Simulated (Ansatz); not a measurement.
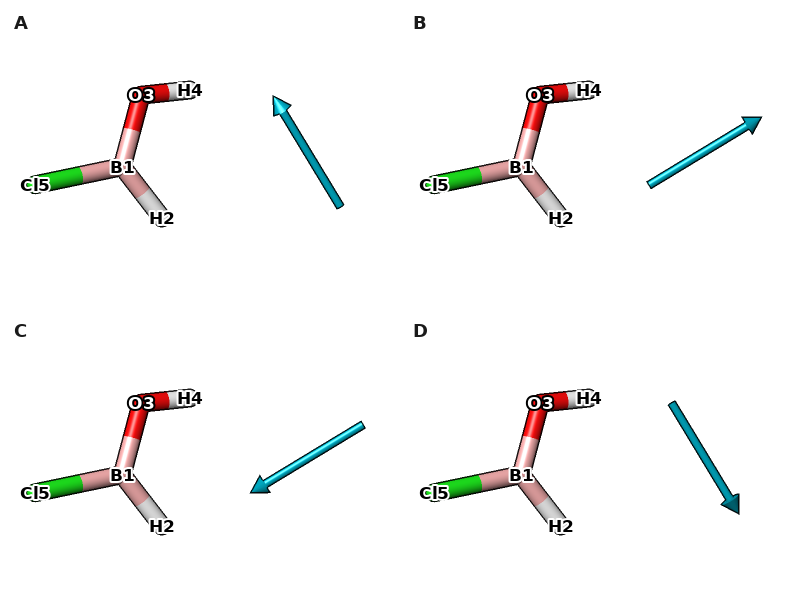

The same molecule four times, each with an arrow. Computed geometry: PBE0-D4/def2-TZVP optimisation. Properties computed with RKS PBE0-D4/def2-SVP (Ansatz 0.2.0).

> Which arrow points along the dipole moment, from the negative to the positive end?

D. The dipole moment is 2.24 D; it points from the side of O3 to the side of H2 (the outermost atoms at the two ends).
